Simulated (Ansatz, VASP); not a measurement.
# Ge (Germanium): VASP beside Ansatz

Wanted: the spread between two codes on one cell, functional and k mesh.

Program: Ansatz 0.2.0. Level of theory: plane waves, with VASP 6.6.1 beside it; zone-centre phonons at PBEsol and zone-centre phonons at r2SCAN with rVV10. Results are calculated unless marked as measured.

### 1. Starting point

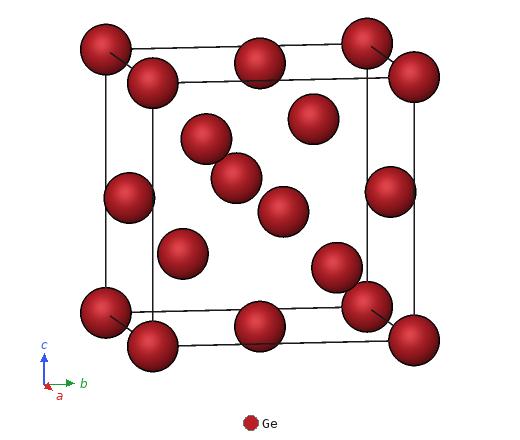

Start, viewed slightly off an axis; germanium red. This picture shows the conventional cell, with its axes. Some periodic images of atoms are drawn too.

### 2. Ansatz: zone-centre phonons, PBEsol

Ansatz runs on its default PAW (the set named soft_2) files.

Second derivatives magnify differences that forces hide, and they need a tight electronic threshold.

input.yaml

```yaml
crystal:
  lattice:
    - [0.0, 2.8322353813, 2.8322353813]
    - [2.8322353813, 0.0, 2.8322353813]
    - [2.8322353813, 2.8322353813, 0.0]
  atoms:
    - { symbol: Ge, position: [0.75, 0.75, 0.75] }
    - { symbol: Ge, position: [0.5, 0.5, 0.5] }
hamiltonian:
  xc: pbesol
  pseudopotentials: { kind: paw }
kpoints:
  mp_grid: { grid: [12, 12, 12] }
scf:
  occupations: { method: methfessel_paxton, width: 0.15 }
phonons:
  method: dfpt
  qpoints: [[0, 0, 0]]
```

Run with:

```bash
$ ansatz run input.yaml --threads 4 --pin off --max-ram 9216MiB --backend cpu --events-out ev --progress --plain --runs-dir out
```

Numbers of over 12 decimals in the logs are rounded to 6 here.

What it wrote:

```text
zone centre: on kpoints.mp_grid the ground state, and the responses unless they are solved on pairs of k-points, stand on 163 of the mesh's 1728 k-points, reduced under 8 symmetry operations, with k and −k counted as one. Each operation leaves every solved displacement unchanged or reverses it
Engine: ansatz 0.2.0, x86_64-unknown-linux-gnu
Pseudopotentials: kind: paw
Pseudopotential: Ge, paw, valence charge 14, recommended cutoff 420 eV (normal), Ge.paw.azcp
Functional definition: PBEsol
  exchange = pbesol_x
  correlation = pbesol_c
Crystal: 2 atoms, lattice volume = 45.438 Å³
Basis set: ecut = 420 eV, 893 PW (Γ), exchange–correlation on 64×64×64 points (8 copies of the dense FFT grid, shifted against one another)
Bands: 18, of which v1, the nominal top of the filled ones, is band 14 counted from 1 (13 counted from 0)
Symmetry: 48 space group operations
k-points: 163 of 1728 (irreducible under 8 space group operations, time reversal used)
Non-local potential: Ge, projectors of the file, l = 0: 2, l = 1: 2, l = 2: 3, l = 3: 1
PAW form: soft (Blöchl's): semilocal exchange-correlation on the pseudo side does not see the compensation charge
PAW frozen core: Ge, regenerated for the run's functional, and the local potential with it (the file was generated under x = pbe(κ = 0.804, μ = 0.219515), c = pbe(β = 0.066725))
PAW one-centre angular grid: Ge, 590 points (default); XC on 64 Gauss nodes
Initial density: superposition of atomic densities (neutral atoms: chi_scale 0, normalization atom), corrected by the library's trained network
Initial wavefunctions: pseudopotential atomic-orbital guess
Functional: x = pbesol(κ = 0.804, μ = 0.123457), c = pbesol(β = 0.046)
SCF iter   1: F=—  HF=-8506.993930 eV  |F-HF|=—  |Δ(HF+E_count)|=         —  Δρ=2.52e-3  dr2=3.50e-3  ethr=1.77e-3  ⟨swp⟩=5.2  Hψ=13483  notcnv=0
preconditioner: auto → Kerker (q_TF=auto, 2.517 Å⁻¹)  [metal: Δε(μ)=0.041 eV  Ē_g=23.342 eV  σ=0.150 eV  W_gap=0.22  n_scr=14 (ndim 8)  ℏωp=29.1 eV  f_vac=0.080  D(μ)=0.05/eV (n_scr^D=0)]
SCF iter   2: F=—  HF=-8506.992600 eV  |F-HF|=—  |Δ(HF+E_count)|=   1.33e-3  S|Δr|=    0.00e0  Δρ=1.80e-3  dr2=1.93e-3  ethr=1.25e-5  ⟨swp⟩=1.3  Hψ=4294  notcnv=0
SCF iter   3: F=—  HF=-8506.992713 eV  |F-HF|=—  |Δ(HF+E_count)|=   1.13e-4  S|Δr|=    0.00e0  Δρ=9.58e-4  dr2=2.26e-4  ethr=6.89e-6  ⟨swp⟩=2.0  Hψ=5217  notcnv=0
SCF iter   4: F=—  HF=-8506.992575 eV  |F-HF|=—  |Δ(HF+E_count)|=   1.38e-4  S|Δr|=    0.00e0  Δρ=3.18e-4  dr2=1.03e-4  ethr=8.08e-7  ⟨swp⟩=2.0  Hψ=5217  notcnv=0
SCF iter   5: F=—  HF=-8506.992573 eV  |F-HF|=—  |Δ(HF+E_count)|=   1.78e-6  S|Δr|=    0.00e0  Δρ=1.66e-4  dr2=2.79e-5  ethr=3.68e-7  ⟨swp⟩=2.0  Hψ=5177  notcnv=0
SCF iter   6: F=—  HF=-8506.992584 eV  |F-HF|=—  |Δ(HF+E_count)|=   1.08e-5  S|Δr|=    0.00e0  Δρ=4.35e-5  dr2=1.69e-6  ethr=9.96e-8  ⟨swp⟩=3.0  Hψ=5232  notcnv=0
SCF iter   7: F=—  HF=-8506.992585 eV  |F-HF|=—  |Δ(HF+E_count)|=   9.25e-7  S|Δr|=    0.00e0  Δρ=7.28e-6  dr2=3.41e-8  ethr=6.04e-9  ⟨swp⟩=2.0  Hψ=3587  notcnv=0
SCF iter   8: F=—  HF=-8506.992585 eV  |F-HF|=—  |Δ(HF+E_count)|=   3.14e-8  S|Δr|=    0.00e0  Δρ=2.19e-6  dr2=1.02e-9  ethr=1.22e-10  ⟨swp⟩=3.0  Hψ=5220  notcnv=0
SCF iter   9: F=—  HF=-8506.992585 eV  |F-HF|=—  |Δ(HF+E_count)|=  6.98e-10  S|Δr|=    0.00e0  Δρ=4.28e-7  dr2=3.46e-11  ethr=3.63e-12  ⟨swp⟩=2.0  Hψ=5217  notcnv=0
SCF iter  10: F=-8506.992585 eV  HF=-8506.992585 eV  |F-HF|=3.64e-12  |Δ(HF+E_count)|=  3.27e-11  S|Δr|=    0.00e0  Δρ=1.42e-8  dr2=5.85e-14  ethr=1.00e-12  ⟨swp⟩=5.0  Hψ=12528  notcnv=0
SCF 1 converged in 10 iterations: F = -8506.992585 eV  dr2 = 5.85e-14
  greatest PAW one-centre occupation: 0.998 electrons in one spin orbital (limit 2), on the Ge atom at site 1 (counted from 0), in its partial waves of l = 2
DFPT response loops at Γ: preconditioner auto → Kerker (q_TF=auto, 2.517 Å⁻¹) (partly filled bands, converged f_vac=0.056); β = 1.00, the filter's whole step (`scf.mixing.beta` (0.50) is not read by the response loops under this deck's `scf.mixing.preconditioner`; to damp them name `kerker` or `kerker_dos`, under which they read `scf.mixing.beta`, and type it under 1.00, their step now; both keys bind the ground state too); Broyden in place of MSR1
SCF converged after 10 iterations
Stability not checked: this state was not tested for a lower state beside it, because cold or Methfessel-Paxton smearing, or corrected tetrahedra, fill the levels in a way that the test cannot read (fill_not_monotonic; see scf.lower_state_search)
Free energy (F): -8506.992585 eV
Harris-Foulkes:  -8506.992585 eV  (|F-HF|=3.64e-12)
Internal energy: -8506.992880 eV  (E = F + TS)
E sigma→0 (E₀):  -8506.992659 eV
Entropy (-TS):   0.000295 eV (0.148 meV/atom)
Fermi energy:    8.393228 eV
Step filling:    the computed levels leave a gap of 0.0000 eV = 0.0 smearing widths at the electron count; against every level under it full and every level over it empty, smearing changes F+E_penalty+E_count by +0.091 meV and its σ→0 estimate by +0.018 meV
--- Per-component energies (eV) ---
  E_band       = -303.599156
  E_kinetic    = 223.157553
  E_local      = -4949.298865  (includes V_loc(G=0)·N_el)
  E_nonlocal   = 840.347291
  E_hartree    = 2169.190231
  E_xc         = -149.974391
  E_vxc        = -129.514100  (∫ρ·V_xc dr)
  E_paw        = -3958.271622  (= ΣΔE_a)
  E_vpaw       = -626.672257  (= ΣTr[D̂ρ^β])
  E_aug_tail   = 0.000742  (compensation charges beyond the density's cutoff)
  E_ewald      = -2683.979692
  E_core_change = 1.835872  (= ΣΔE_core)
  E_smearing   = 0.000295  (= −TS)
  E_closure    = 0.000000  (closes the sum)
  Σ components = -8506.992585   (vs F -8506.992585, Δ=0.00e0)
--- Band table (eV; the first three rows and the last of 163) ---
  k-point 0: bands = [... 10 lower, -4.3737, 8.3449, 8.3944, 8.3944, 8.3944, 10.9192, 10.9192, 10.9192]
  k-point 1: bands = [... 10 lower, -4.2890, 6.8311, 8.2272, 8.2272, 9.3081, 11.1422, 11.1422, 11.2994]
  k-point 2: bands = [... 10 lower, -4.0377, 5.2058, 7.8722, 7.8722, 9.2894, 11.6095, 11.6095, 12.4867]
  k-point 162: bands = [... 10 lower, -0.3944, -0.3944, 4.4745, 4.4745, 12.6614, 12.6614, 13.0249, 13.0249]
--- Phonons (Γ-DFPT): 1 representative perturbation + reference, on 163 of 1728 k-points (Σ response iterations 3) ---
  k mesh reduced under 8 symmetry operations, with k and −k counted as one. Each operation leaves every solved displacement unchanged or reverses it
  ASR residual: 1.116e-5 → 0.000e0 eV/Å²; symmetrization residual: 1.961e-12 eV/Å²
  ASR residual per site (eV/Å²): 1.12e-5 1.12e-5
  Γ frequencies (cm⁻¹): 0.00 0.00 0.00 285.95 285.95 285.95
  non-analytic LO–TO correction: not included (Born effective charges unavailable; polar crystals: no LO–TO splitting at Γ)
--- Phonons (arbitrary-q DFPT): 1 explicit q-point ---
  q = [0, 0, 0] (of the zone-centre solve; hermiticity 4.25e-14, symmetrization 1.79e-13): 0.00 0.00 0.00 285.95 285.95 285.95
  sum rule: each row above includes the acoustic sum rule's correction from the zone centre's row sums; it moved no ω² by more than (0.20 cm⁻¹)²
```

Run time: 5.7 s. Hardware: 4 threads of Intel Xeon 6975P-C (Granite Rapids), shared host; peak memory 0.76 GiB; 19 s of CPU time.

### 3. VASP: zone-centre phonons, PBEsol

The same cell, functional, mesh and smearing now go to VASP, with its own data sets and cutoff.

Lines of VASP's logs that name or quote its potential files are left out, and so is its time.

INCAR

```
SYSTEM = Ge
PREC = Accurate
ENCUT = 450
EDIFF = 1E-08
NELM = 100
ISMEAR = 1
SIGMA = 0.15
LREAL = .FALSE.
ALGO = Normal
GGA = PS
NBANDS = 20
LORBIT = 11
LWAVE = .FALSE.
LCHARG = .FALSE.
KPAR = 2
IBRION = 8
ISIF = 2
```

POSCAR

```
Ge
1.0
    0.0000000000      2.8322353813      2.8322353813
    2.8322353813      0.0000000000      2.8322353813
    2.8322353813      2.8322353813      0.0000000000
Ge
2
Direct
    0.7500000000      0.7500000000      0.7500000000
    0.5000000000      0.5000000000      0.5000000000
```

KPOINTS

```
Automatic mesh
0
Gamma
12 12 12
0 0 0
```

Potentials, in the order of the species: Ge_d (PBE family, release 64).

Run with:

```bash
$ mpirun -np 2 vasp_std
```

What it wrote:

```text
[banner, memory and clock lines left out]
running    2 mpi-ranks, on    1 nodes
 distrk:  each k-point on    1 cores,    2 groups
 distr:  one band on    1 cores,    1 groups

 POSCAR found type information on POSCAR Ge
 POSCAR found :  1 types and       2 ions
|                                                                             |
|               ----> ADVICE to this user running VASP <----                  |
|                                                                             |
|     You enforced a specific xc type in the INCAR file but a different       |
|     [... a line on the potential file left out ...]
|     I HOPE YOU KNOW WHAT YOU ARE DOING!                                     |
|                                                                             |

 LDA part: xc-table for (Slater+PW92), standard interpolation
 POSCAR, INCAR and KPOINTS ok, starting setup
 FFT: planning ... GRIDC
 FFT: planning ... GRID_SOFT
 FFT: planning ... GRID
 WAVECAR not read
 entering main loop
       N       E                     dE             d eps       ncg     rms          rms(c)
DAV:   1     0.175673736027E+03    0.17567E+03   -0.13924E+04  3116   0.356E+03
DAV:   2     0.143733440825E+02   -0.16130E+03   -0.15705E+03  2896   0.553E+02
DAV:   3    -0.926343671364E+01   -0.23637E+02   -0.23486E+02  3272   0.140E+02
DAV:   4    -0.100101636662E+02   -0.74673E+00   -0.74631E+00  3208   0.294E+01
DAV:   5    -0.100225869943E+02   -0.12423E-01   -0.12423E-01  3248   0.411E+00    0.324E+00
DAV:   6    -0.992444934431E+01    0.98138E-01   -0.34943E-02  3792   0.237E+00    0.185E+00
DAV:   7    -0.987489021806E+01    0.49559E-01   -0.60909E-02  3112   0.257E+00    0.161E-01
DAV:   8    -0.987587137012E+01   -0.98115E-03   -0.68661E-03  3228   0.122E+00    0.495E-02
DAV:   9    -0.987598250919E+01   -0.11114E-03   -0.27263E-04  3360   0.255E-01    0.988E-03
DAV:  10    -0.987599438983E+01   -0.11881E-04   -0.20521E-05  3232   0.439E-02    0.533E-03
DAV:  11    -0.987599569617E+01   -0.13063E-05   -0.50405E-06  3892   0.348E-02    0.147E-03
DAV:  12    -0.987599531871E+01    0.37746E-06   -0.93013E-07  3812   0.184E-02    0.312E-04
DAV:  13    -0.987599528623E+01    0.32482E-07   -0.24059E-08  3052   0.154E-03    0.116E-04
DAV:  14    -0.987599526256E+01    0.23667E-07   -0.30837E-09  1884   0.105E-03    0.210E-05
DAV:  15    -0.987599526387E+01   -0.13106E-08   -0.53881E-10  1652   0.248E-04
   1 F= -.98759953E+01 E0= -.98760978E+01  d E =0.307597E-03
 Linear response reoptimize wavefunctions to high precision
DAV:   1    -0.987599526682E+01   -0.29440E-08   -0.11748E-10  1772   0.133E-04
DAV:   2    -0.987599526676E+01    0.56389E-10   -0.30628E-11  1604   0.621E-05
 Linear response DOF=           1
 Linear response progress:
  Degree of freedom:   1/  1
       N       E                     dE             d eps       ncg     rms          rms(c)
RMM:   1    -0.186685614571E+00   -0.18669E+00    0.82705E+00 13619   0.444E+01
RMM:   2    -0.193881834594E+00   -0.71962E-02   -0.13156E-02 18172   0.108E+00    0.742E-02
RMM:   3    -0.193908684269E+00   -0.26850E-04   -0.89814E-04 19150   0.310E-01    0.431E-02
RMM:   4    -0.193826791207E+00    0.81893E-04   -0.54471E-05 20407   0.776E-02    0.461E-03
RMM:   5    -0.193832365481E+00   -0.55743E-05   -0.91841E-06 19651   0.171E-02    0.234E-03
RMM:   6    -0.193842057654E+00   -0.96922E-05    0.20720E-07 20050   0.482E-03    0.299E-04
RMM:   7    -0.193841206861E+00    0.85079E-06   -0.22538E-07 20475   0.151E-03    0.191E-04
RMM:   8    -0.193840325586E+00    0.88127E-06    0.66823E-08 20822   0.539E-04    0.418E-05
RMM:   9    -0.193840216384E+00    0.10920E-06    0.54223E-08 20896   0.216E-04    0.190E-05
RMM:  10    -0.193840357655E+00   -0.14127E-06    0.82498E-08 21069   0.899E-05    0.530E-06
RMM:  11    -0.193840387936E+00   -0.30280E-07   -0.23478E-09 21178   0.429E-05    0.281E-06
RMM:  12    -0.193840411346E+00   -0.23411E-07   -0.12878E-08 20801   0.230E-05    0.176E-06
RMM:  13    -0.193840427626E+00   -0.16280E-07    0.15943E-09 19695   0.147E-05    0.335E-07
RMM:  14    -0.193840430714E+00   -0.30873E-08    0.25202E-09 17179   0.102E-05    0.743E-08
 first order change of Fermi-energy   0.19016E-03
 force on displaced ion       1 direction 1 : -10.799  -0.000  -0.000
 Linear response finished
```

From OUTCAR (step 3):

```text
ion  position               nearest neighbor table
   1  0.750  0.750  0.750-   2 2.45   2 2.45   2 2.45   2 2.45
   2  0.500  0.500  0.500-   1 2.45   1 2.45   1 2.45   1 2.45

  LATTYP: Found a face centered cubic cell.
 ALAT       =     5.6644707626

 Subroutine GETGRP returns: Found 48 space group operations
 (whereof 24 operations were pure point group operations)

The static configuration has the point symmetry T_d .
 The point group associated with its full space group is O_h .

 Found     72 irreducible k-points:

   k-points           NKPTS =     72   k-points in BZ     NKDIM =     72   number of bands    NBANDS=     20

   dimension x,y,z NGX =    28 NGY =   28 NGZ =   28
   dimension x,y,z NGXF=    56 NGYF=   56 NGZF=   56

   ENCUT  =  450.0 eV  33.07 Ry    5.75 a.u.   6.93  6.93  6.93*2*pi/ulx,y,z

   NELECT =      28.0000    total number of electrons

 k-points in reciprocal lattice and weights: Automatic mesh
   0.00000000  0.00000000  0.00000000       0.001
   0.08333333  0.00000000  0.00000000       0.005
   0.16666667  0.00000000  0.00000000       0.005
   0.25000000  0.00000000  0.00000000       0.005
   0.33333333  0.00000000  0.00000000       0.005
   0.41666667  0.00000000  0.00000000       0.005
   0.50000000  0.00000000  0.00000000       0.002
   0.08333333  0.08333333  0.00000000       0.003
   0.16666667  0.08333333  0.00000000       0.014
[...]
-0.33333333  0.50000000  0.16666667       0.007
  -0.25000000  0.50000000  0.25000000       0.003

 average (electrostatic) potential at core
       1 -74.1929       2 -74.1929

  Total       -0.0020938     -0.0020938     -0.0020938      0.0000000     -0.0000000      0.0000000
  in kB       -0.0738298     -0.0738298     -0.0738298      0.0000000     -0.0000000      0.0000000
  external PRESSURE =      -0.0738298 kB  Pullay stress =       0.0000000 kB

  energy-cutoff  :      450.00
  volume of cell :       45.44
      direct lattice vectors                 reciprocal lattice vectors
     0.000000000  2.832235381  2.832235381    -0.176538999  0.176538999  0.176538999
     2.832235381  0.000000000  2.832235381     0.176538999 -0.176538999  0.176538999
     2.832235381  2.832235381  0.000000000     0.176538999  0.176538999 -0.176538999

 POSITION                                       TOTAL-FORCE (eV/Angst)
 -----------------------------------------------------------------------------------
      4.24835      4.24835      4.24835         0.000000      0.000000      0.000000
      2.83224      2.83224      2.83224        -0.000000     -0.000000     -0.000000
 -----------------------------------------------------------------------------------
    total drift:                                0.000000      0.000000      0.000000

 Eigenvectors and eigenvalues of the dynamical matrix
 ----------------------------------------------------

   1 f  =    8.526422 THz    53.573087 2PiTHz  284.410812 cm-1    35.262431 meV
             X         Y         Z           dx          dy          dz
      4.248353  4.248353  4.248353     0.707107    0.000000    0.000000
      2.832235  2.832235  2.832235    -0.707107    0.000000    0.000000

   2 f  =    8.526422 THz    53.573087 2PiTHz  284.410812 cm-1    35.262431 meV
             X         Y         Z           dx          dy          dz
      4.248353  4.248353  4.248353     0.000000   -0.707107   -0.000000
      2.832235  2.832235  2.832235     0.000000    0.707107    0.000000

   3 f  =    8.526422 THz    53.573087 2PiTHz  284.410812 cm-1    35.262431 meV
             X         Y         Z           dx          dy          dz
      4.248353  4.248353  4.248353     0.000000   -0.000000    0.707107
      2.832235  2.832235  2.832235     0.000000    0.000000   -0.707107

   4 f  =    0.000000 THz     0.000000 2PiTHz    0.000000 cm-1     0.000000 meV
             X         Y         Z           dx          dy          dz
      4.248353  4.248353  4.248353     0.707107    0.000000    0.000000
      2.832235  2.832235  2.832235     0.707107    0.000000    0.000000

   5 f/i=    0.000000 THz     0.000000 2PiTHz    0.000001 cm-1     0.000000 meV
             X         Y         Z           dx          dy          dz
      4.248353  4.248353  4.248353     0.000000   -0.500000    0.500000
      2.832235  2.832235  2.832235     0.000000   -0.500000    0.500000

   6 f/i=    0.000000 THz     0.000001 2PiTHz    0.000004 cm-1     0.000000 meV
             X         Y         Z           dx          dy          dz
      4.248353  4.248353  4.248353     0.000000    0.500000    0.500000
      2.832235  2.832235  2.832235     0.000000    0.500000    0.500000

 ELASTIC MODULI CONTR FROM IONIC RELAXATION (kBar)
 Direction    XX          YY          ZZ          XY          YZ          ZX
 --------------------------------------------------------------------------------
 XX          -0.0000     -0.0000     -0.0000     -0.0000     -0.0000     -0.0000
 YY          -0.0000     -0.0000     -0.0000     -0.0000     -0.0000     -0.0000
 ZZ          -0.0000     -0.0000     -0.0000     -0.0000     -0.0000     -0.0000
 XY          -0.0000     -0.0000     -0.0000   -210.2455      0.0000      0.0000
 YZ          -0.0000     -0.0000     -0.0000      0.0000   -210.2455      0.0000
 ZX          -0.0000     -0.0000     -0.0000      0.0000      0.0000   -210.2455
 --------------------------------------------------------------------------------
```

### 4. Differences

Known differences besides the PAW data sets themselves: the cutoff is 420 eV in Ansatz and 450 eV in VASP; Ansatz makes its cores anew for this functional, VASP keeps those of its PBE data sets; VASP leaves aspherical gradient terms in its spheres out (LASPH is not set), Ansatz keeps them. Total energies have different zeros and are not compared.

Compared:

```
          quantity  Ansatz   VASP  difference
mode 4 to 6 (cm⁻¹)   285.9  284.4     +0.54 %
```

(Continued in part 2 of 2.)

[Lines on the potential files, build, host, timing and source positions are cut from VASP's logs without a mark.]

[Logs are printed without paths, hosts, clocks, repeated set-up lines and the standing remarks that a program may print on its own settings, such as how far it seeks lower states.]

[Hosts, paths, dates, database ids (printed as entryN), source tags and the programs' standing remarks are cut or masked in the printed files.]
